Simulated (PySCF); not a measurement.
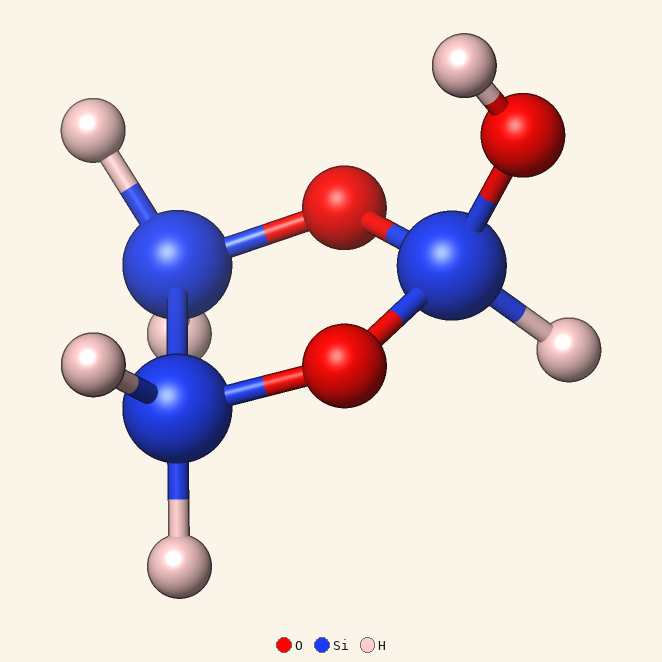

A ball-and-stick model of a molecule.

Computed geometry: GFN2-xTB optimisation. No frequency run is at hand to confirm it as a minimum.

> Give the formula.

H₆O₃Si₃, 12 atoms: 6 hydrogen, 3 oxygen and 3 silicon.

> What is its SMILES?

O[SiH]1O[SiH2][SiH2]O1

More results for the same structure follow; atom numbers are the same in all pictures, views and colours differ.

### Geometry

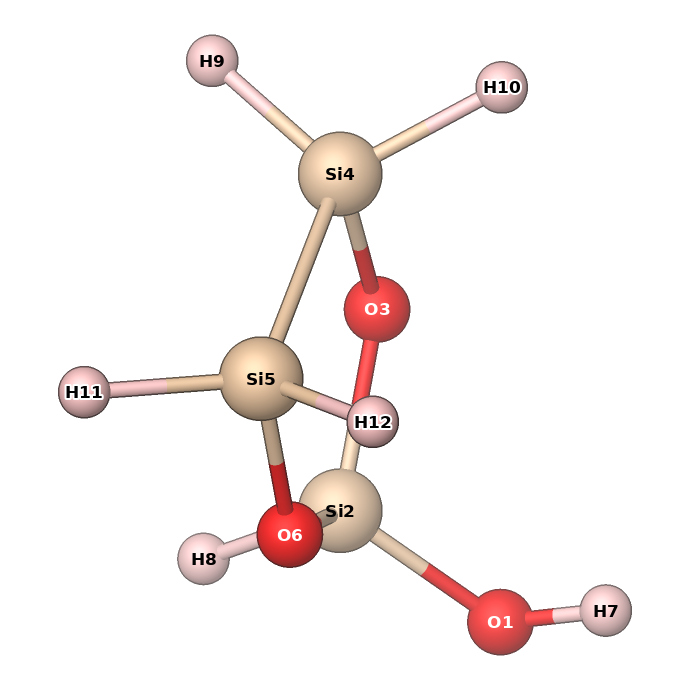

Si2 lies behind O6. The molecule seen a little off the O6–Si2 bond, O6 in front. Distant atoms are faded towards the background colour. No frequency run is at hand to confirm it as a minimum.

> What is the torsion angle Si5–O6–Si2–O1? The sign is positive where the front bond must turn clockwise to cover the back bond.

129°, anticlinal.

### Dipole moment

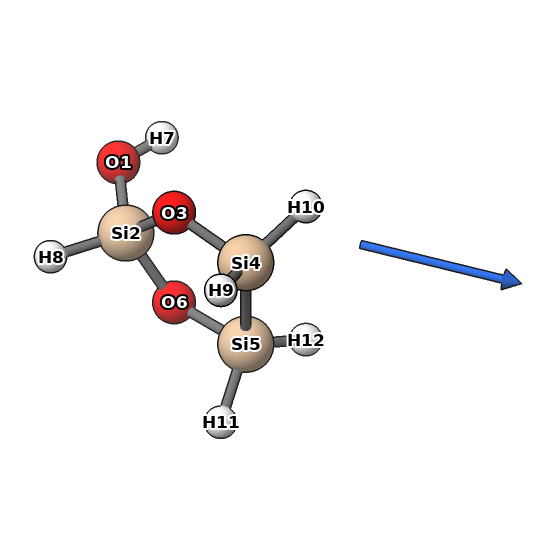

The arrow beside the molecule shows the direction of the dipole moment, from the negative to the positive end (its length means nothing). No frequency run is at hand to confirm it as a minimum. Method: CAM-B3LYP/def2-SVPD, gas phase (PySCF 2.14.0).

> How large is the dipole moment?

2.31 D; it points from the side of H8 to the side of H10, H12 (the outermost atoms at the two ends).

### Excitation

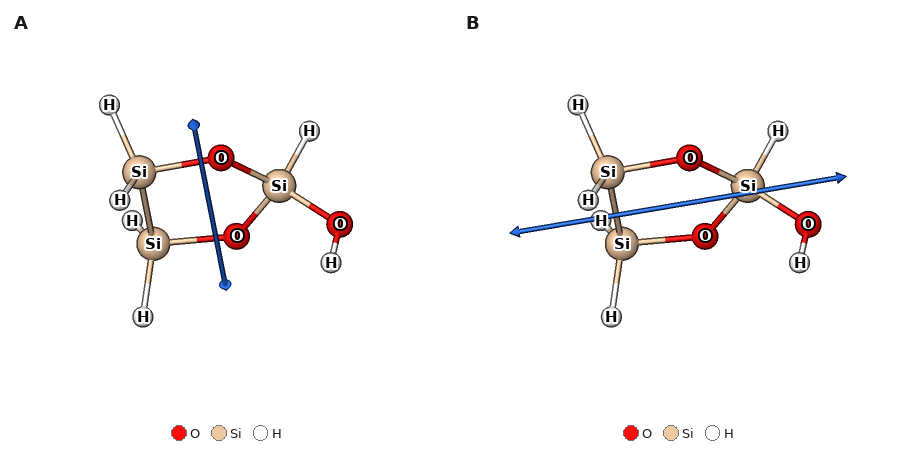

The double arrows show the directions of two transition dipoles from the ground state (lengths mean nothing). No frequency run is at hand to confirm it as a minimum. Properties computed with TDDFT CAM-B3LYP/def2-SVPD, vertical, gas phase, core orbitals frozen in the response (PySCF 2.14.0).

> One belongs to singlet state 1 and one to singlet state 7. Which is which?

A: state 7, 8.15 eV (152 nm), oscillator strength 0.12, mainly HOMO−3 → LUMO (weight 0.64).
B: state 1, 6.11 eV (203 nm), oscillator strength 0.023, mainly HOMO → LUMO (weight 0.95).

### Polarisability

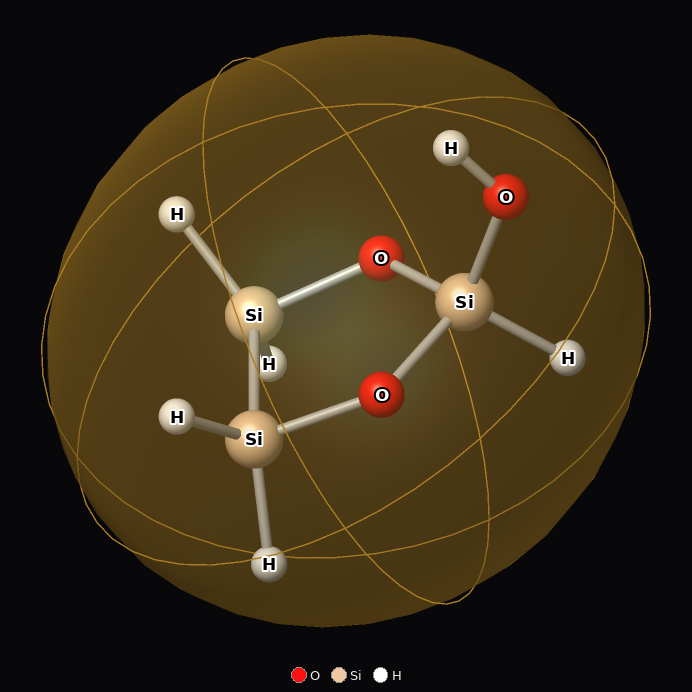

The ellipsoid shows the static dipole polarisability: its half-axes are proportional to the principal values. No frequency run is at hand to confirm it as a minimum. Level of theory: CAM-B3LYP/def2-SVPD (PySCF 2.14.0).

> How large and how anisotropic is the polarisability?

Principal values 73.1, 82.0, 83.9 bohr³; mean 79.7 bohr³ (11.81 Å³); anisotropy 10.0 bohr³, so the longest axis is 1.15 times the shortest.

The geometry is semi-empirical. Around Si such bond lengths and angles can be off by a tenth of an ångström or more and by several degrees, and values that hang on the shape move with them.
